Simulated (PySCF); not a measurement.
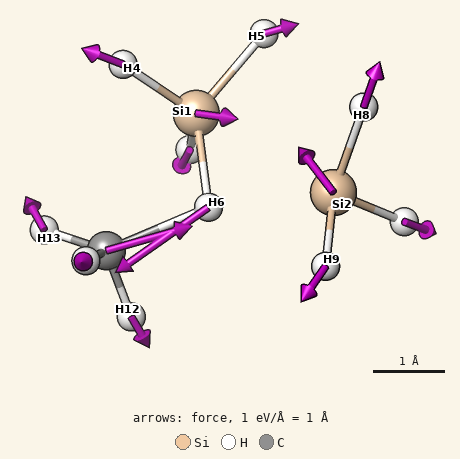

Starting geometry of CH$_{10}$Si$_{2}$ (coarse preliminary run) with the computed forces as purple arrows. Style: ball-and-stick. Shown from a free direction.

The reaction that was planned forms Si1–C7, Si2–H6 and breaks Si1–Si2, H6–C7 (atoms numbered from 1 in input order).

Method: RKS PBE0-D4/def2-SVP, partitioned rational-function steps on a Bofill-updated Hessian (PySCF 2.14.0). 

> What follows when this structure is relaxed?

It isn't relaxed: the largest force vector, on an H atom, is 1.64 eV/Å. The final displacements have little in common with the starting forces (cosine between the two patterns −0.06). The energy falls by 7.44 kcal/mol in 37 geometry steps. The atom that moves furthest after the best rigid fit is an H atom (1.11 Å). Largest moves by element: H 1.11 Å, Si 0.26 Å, C 0.24 Å. Among the contacts that change: C–H 1.613 → 1.357 Å, H–Si 1.921 → 2.039 Å, H–Si 1.600 → 1.662 Å, H–Si 1.457 → 1.518 Å. Bond angles that change, for instance: H–Si–H 126.9° → 105.9°, H–Si–H 102.3° → 120.3°, H–Si–H 129.7° → 111.9°. Cost: 4.1 min on 4 threads of Arm Neoverse V2 (shared host).
